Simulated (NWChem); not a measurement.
# CH2BNO (SMILES BN=C=O) at PBE0/6-31G(d) (spherical functions)

Wanted: a structure relaxation of CH2BNO. 

The results are computed with NWChem 7.3.0.

1 further run of the same task is left out (it didn't finish).

### Step 1. Starting point

CH2BNO: 6 atoms, total charge 0, spin state singlet. SMILES: `BN=C=O`. The coordinates come from a PBE0-D4/def2-TZVP relaxation. The run starts from this shape.

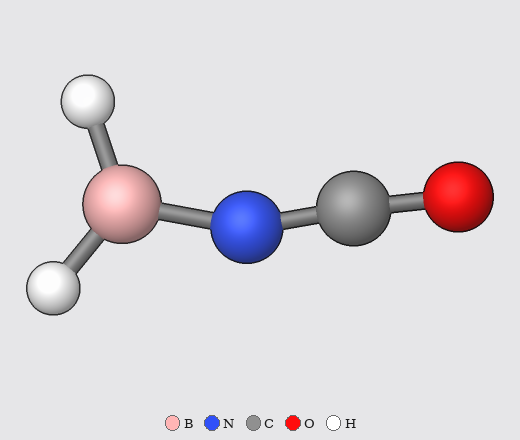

The structure, seen from a chosen angle (boron pink, nitrogen blue, carbon grey, oxygen red, hydrogen white).

### Step 2. A structure relaxation at PBE0/6-31G(d) (spherical functions)

The input, ch2bno.nw:

```
start ch2bno
title "CH2BNO"
memory stack 880 mb heap 220 mb global 1100 mb
charge 0

geometry
B       -0.470000       0.955400      -0.144700
N        0.227000      -0.197800       0.250100
C        0.668900      -1.308900       0.214400
O        1.129200      -2.375400       0.245600
H       -1.048600       0.958600      -1.190700
H       -0.464500       1.904100       0.579200
end

basis spherical bse
* library 6-31G*
end

dft
xc pbe0
grid fine
convergence energy 1e-08
iterations 100
mulliken
noprint "final vectors analysis"
end

driver
tight
maxiter 40
end

task dft optimize
```

Started as:

```console
nwchem ch2bno.nw > ch2bno.out
```

Q: Predict the results. Wanted: total energy at the end; dipole moment.

**Answer.** As computed:

At PBE0/6-31G* (spherical functions):

| quantity | value |
| --- | --- |
| total energy at the end | -193.92435 Eh |
| dipole moment | 1.02 D |

At the final geometry: Bond lengths: B1–N2 1.402 Å, N2–C3 1.198 Å, C3–O4 1.173 Å, B1–H5 1.197 Å, B1–H6 1.197 Å. Angles: B1–N2–C3 179.9°, N2–C3–O4 180.0°, N2–B1–H5 119.0°, N2–B1–H6 119.0°, H5–B1–H6 122.1°. The optimisation took 22 steps and changed the energy by -0.010 eV.
